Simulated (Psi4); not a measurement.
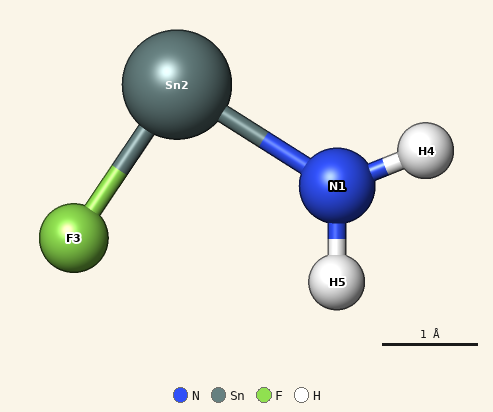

Fig. 1: The input geometry (ball-and-stick view, seen on its broad side; atoms are numbered from 1 in the order of the input). Sticks mark near contacts. Bond lengths as drawn: F–Sn 1.95 Å, H–N 1.01 Å and N–Sn 2.00 Å.

**SnNH2F (charge +1): single-point calculation (part 1 of 2)**

SnNH2F, charge +1, multiplicity 2, computed with B3LYP/def2-QZVP, UKS, core potentials def2 (Psi4 1.11).

The geometry is that of the parent species in another charge or spin state. The geometry comes from this level: PBE0-D4/def2-TZVP.

The input (job.inp)
```
memory 1600 MB

molecule {
  1 2
  N     -0.57239804     0.93635929    -0.74322928
  Sn     0.64042818    -0.10147829     2.68945822
  F      1.82717619    -3.35596462     1.42542042
  H     -1.41124747     2.58760198    -1.18882671
  H     -0.38966153    -0.20579117    -2.26124628
  units bohr
  symmetry c1
}

set basis def2-QZVP
set reference uks
set puream true
set scf_type df
set dft_radial_points 99
set dft_spherical_points 590
set maxiter 100

energy("b3lyp")
print_variables()
```

Hardware: 1 thread of AMD EPYC (Zen 5), 16 GiB of memory available, shared host.

Launch command:
```bash
psi4 job.inp job.out -n 1
```

Output
```
Psi4 1.11 release

   => Loading Basis Set <=

    Name: DEF2-QZVP
    Role: ORBITAL
    Keyword: BASIS

    !!!  WARNING: ECP capability is in beta. Please check occupations closely.  !!!

         ---------------------------------------------------------
                                   SCF
                              UKS Reference
                        1 Threads,   1525 MiB Core
         ---------------------------------------------------------

  ==> Geometry <==

    Molecular point group: c1
    Full point group: C1

    Geometry (in Bohr), charge = 1, multiplicity = 2:

       Center              X                  Y                   Z               Mass
    ------------   -----------------  -----------------  -----------------  -----------------
         N           -1.228687001080     1.326324071633    -2.909957676770    14.003074004430
         SN          -0.015860781080     0.288486491633     0.522729823230   119.902201630000
         F            1.170887228920    -2.965999838367    -0.741307976770    18.998403162730
         H           -2.067536431080     2.977566761633    -3.355555106770     1.007825032230
         H           -1.045950491080     0.184173611633    -4.427974676770     1.007825032230

  Running in c1 symmetry.

  Rotational constants: A =      0.31349  B =      0.22786  C =      0.13195 [cm^-1]
  Rotational constants: A =   9398.24770  B =   6831.00099  C =   3955.78628 [MHz]
  Nuclear repulsion =  125.308125082979871

  Charge       = 1
  Multiplicity = 2
  Electrons    = 39
  Nalpha       = 20
  Nbeta        = 19

  ==> Algorithm <==

  SCF Algorithm Type is DF.
  DIIS enabled.
  MOM disabled.
  Fractional occupation disabled.
  Guess Type is SAD.
  Energy threshold   = 1.00e-06
  Density threshold  = 1.00e-06
  Integral threshold = 1.00e-12

  ==> Primary Basis <==

  Basis Set: DEF2-QZVP
    Blend: DEF2-QZVP
    Number of shells: 76
    Number of basis functions: 256
    Number of Cartesian functions: 318
    Spherical Harmonics?: true
    Max angular momentum: 4

  Core potential: DEF2-QZVP
    Number of shells: 4
    Number of ECP primitives: 18
    Number of ECP core electrons: 28
    Max angular momentum: 3

  ==> DFT Potential <==

   => LibXC <=

    Version 7.1.2

   => Composite Functional: B3LYP <=

    B3LYP Hyb-GGA Exchange-Correlation Functional

    Deriv               =              1
    GGA                 =           TRUE
    Meta                =          FALSE

    Exchange Hybrid     =           TRUE
    MP2 Hybrid          =          FALSE

   => Exchange Functionals <=

    0.0800   Slater exchange
    0.7200         Becke 88

   => Exact (HF) Exchange <=

    0.2000               HF

   => Correlation Functionals <=

    0.1900   Vosko, Wilk & Nusair (VWN5_RPA)
    0.8100   Lee, Yang & Parr

   => LibXC Density Thresholds  <==

    XC_HYB_GGA_XC_B3LYP:  1.00E-15

   => Molecular Quadrature <=

    Radial Scheme          =       TREUTLER
    Pruning Scheme         =           NONE
    Nuclear Scheme         =       TREUTLER

    Blocking Scheme        =         OCTREE
    BS radius alpha        =              1
    Pruning alpha          =              1
    Radial Points          =             99
    Spherical Points       =            590
    Total Points           =         281009
    Total Blocks           =           2127
    Max Points             =            256
    Max Functions          =            250
    Weights Tolerance      =       1.00E-15

   => Loading Basis Set <=

    Name: (DEF2-QZVP AUX)
    Role: JKFIT
    Keyword: DF_BASIS_SCF

  ==> Integral Setup <==

  DFHelper Memory: AOs need 0.208 GiB; user supplied 0.208 GiB.
  SCF_SUBTYPE=INCORE selected. In-core MEM_DF algorithm will be used.
  Using in-core AOs.

  ==> MemDFJK: Density-Fitted J/K Matrices <==

    J tasked:                   Yes
    K tasked:                   Yes
    wK tasked:                   No
    Memory [MiB]:               212
    Algorithm:                 Core
    Schwarz Cutoff:           1E-12
    Mask sparsity (%):       4.6234
    Fitting Condition:        1E-10

   => Auxiliary Basis Set <=

  Basis Set: (DEF2-QZVP AUX)
    Blend: DEF2-UNIVERSAL-JKFIT
    Number of shells: 108
    Number of basis functions: 408
    Number of Cartesian functions: 535
    Spherical Harmonics?: true
    Max angular momentum: 5

  Cached 50.0% of DFT collocation blocks in 0.745 [GiB].

  Minimum eigenvalue in the overlap matrix is 1.8250603897E-04.
  Reciprocal condition number of the overlap matrix is 2.3211332262E-05.
    Using symmetric orthogonalization.

  ==> Pre-Iterations <==

  SCF Guess: Superposition of Atomic Densities via on-the-fly atomic UHF (no occupation information).

   -------------------------
    Irrep   Nso     Nmo
   -------------------------
     A        256     256
   -------------------------
    Total     256     256
   -------------------------

  ==> Iterations <==

                           Total Energy        Delta E     RMS |[F,P]|

   @DF-UKS iter SAD:  -368.59633639470809   -3.68596e+02   0.00000e+00
   @DF-UKS iter   1:  -369.45611109386937   -8.59775e-01   4.45369e-03 ADIIS/DIIS
   @DF-UKS iter   2:  -367.47742320753287    1.97869e+00   7.87276e-03 ADIIS/DIIS
   @DF-UKS iter   3:  -369.84458014482175   -2.36716e+00   1.85502e-03 ADIIS/DIIS
   @DF-UKS iter   4:  -369.94856207597246   -1.03982e-01   6.01800e-04 ADIIS/DIIS
   @DF-UKS iter   5:  -369.94584057643567    2.72150e-03   6.65033e-04 ADIIS/DIIS
   @DF-UKS iter   6:  -369.95524719748363   -9.40662e-03   1.74389e-04 ADIIS/DIIS
   @DF-UKS iter   7:  -369.95621000521373   -9.62808e-04   4.38425e-05 DIIS
   @DF-UKS iter   8:  -369.95631089526717   -1.00890e-04   1.56091e-05 DIIS
   @DF-UKS iter   9:  -369.95633205287766   -2.11576e-05   6.70498e-06 DIIS
   @DF-UKS iter  10:  -369.95633864423996   -6.59136e-06   3.12481e-06 DIIS
   @DF-UKS iter  11:  -369.95634285337059   -4.20913e-06   2.81917e-06 DIIS
   @DF-UKS iter  12:  -369.95634365250362   -7.99133e-07   2.87327e-06 DIIS
   @DF-UKS iter  13:  -369.95633796131597    5.69119e-06   1.39955e-06 DIIS
   @DF-UKS iter  14:  -369.95633703288127    9.28435e-07   6.50724e-07 DIIS
  Energy and wave function converged.

  ==> Post-Iterations <==

   Electrons on quadrature grid:
      Nalpha   =   20.0000004015 ; deviation = 4.015e-07
      Nbeta    =   19.0000005545 ; deviation = 5.545e-07
      Ntotal   =   39.0000009559 ; deviation = 9.559e-07

   @Spin Contamination Metric:   5.127816649E-03
   @S^2 Expected:                7.500000000E-01
   @S^2 Observed:                7.551278166E-01
   @S   Expected:                5.000000000E-01
   @S   Observed:                5.000000000E-01

    Orbital Energies [Eh]
    ---------------------

    Alpha Occupied:

       1A    -24.873502     2A    -14.561657     3A     -5.396099
       4A     -3.740381     5A     -3.734908     6A     -3.732799
       7A     -1.381239     8A     -1.323744     9A     -1.318729
      10A     -1.317180    11A     -1.313413    12A     -1.292551
      13A     -1.074418    14A     -0.757112    15A     -0.722069
      16A     -0.652545    17A     -0.614870    18A     -0.611146
      19A     -0.559768    20A     -0.510935

    Alpha Virtual:

      21A     -0.322140    22A     -0.258091    23A     -0.206267
      24A     -0.132142    25A     -0.103507    26A     -0.095536
      27A     -0.083171    28A     -0.054207    29A     -0.053287
      30A     -0.044174    31A     -0.040644    32A     -0.028251
      33A     -0.019798    34A      0.037315    35A      0.059993
      36A      0.079784    37A      0.146783    38A      0.173789
      39A      0.177785    40A      0.184967    41A      0.187923
      42A      0.195664    43A      0.203347    44A      0.220211
      45A      0.238208    46A      0.257571    47A      0.296656
      48A      0.303196    49A      0.322506    50A      0.325670
      51A      0.345134    52A      0.345416    53A      0.352707
      54A      0.365209    55A      0.384854    56A      0.387587
      57A      0.399264    58A      0.436443    59A      0.547578
      60A      0.574149    61A      0.580044    62A      0.582478
      63A      0.661486    64A      0.725668    65A      0.759241
      66A      0.812049    67A      0.823189    68A      0.824269
      69A      0.884993    70A      0.902719    71A      0.911544
      72A      0.912936    73A      0.924657    74A      0.941443
      75A      0.946719    76A      0.952990    77A      1.005254
      78A      1.017687    79A      1.025986    80A      1.110063
      81A      1.125500    82A      1.144994    83A      1.194704
      84A      1.203465    85A      1.241009    86A      1.264879
      87A      1.299366    88A      1.353017    89A      1.353091
      90A      1.404536    91A      1.414364    92A      1.429890
      93A      1.443651    94A      1.449580    95A      1.481558
      96A      1.496525    97A      1.530923    98A      1.566850
      99A      1.576795   100A      1.585053   101A      1.610516
     102A      1.693536   103A      1.748202   104A      1.772319
     105A      1.795012   106A      1.859988   107A      1.905502
     108A      1.948515   109A      1.974889   110A      1.996533
     111A      2.079444   112A      2.110235   113A      2.137355
     114A      2.189939   115A      2.240547   116A      2.305467
     117A      2.332326   118A      2.375369   119A      2.383018
     120A      2.405282   121A      2.434005   122A      2.444305
     123A      2.529189   124A      2.567793   125A      2.585171
     126A      2.587911   127A      2.654404   128A      2.676127
     129A      2.690449   130A      2.753413   131A      2.783776
     132A      2.790482   133A      2.913722   134A      2.962659
     135A      3.144996   136A      3.170236   137A      3.234344
     138A      3.319799   139A      3.356128   140A      3.541052
     141A      3.619661   142A      3.644970   143A      3.731490
     144A      3.899362   145A      3.968616   146A      3.970265
     147A      4.002149   148A      4.042205   149A      4.085476
     150A      4.159890   151A      4.197537   152A      4.224620
     153A      4.308576   154A      4.441342   155A      4.681650
     156A      4.834026   157A      4.868889   158A      4.891765
     159A      5.187703   160A      5.252015   161A      5.379917
     162A      5.531719   163A      5.569566   164A      5.661144
     165A      5.685155   166A      5.753312   167A      6.061428
     168A      6.088504   169A      6.171913   170A      6.229189
     171A      6.354535   172A      6.486645   173A      6.520426
     174A      6.607354   175A      6.664226   176A      6.759491
     177A      6.815943   178A      6.838504   179A      7.031411
     180A      7.088641   181A      7.134361   182A      7.150353
     183A      7.230785   184A      7.570385   185A      7.582805
     186A      7.589869   187A      7.642573   188A      7.663338
     189A      7.722729   190A      7.796118   191A      7.822994
     192A      7.879560   193A      7.944569   194A      7.983217
```
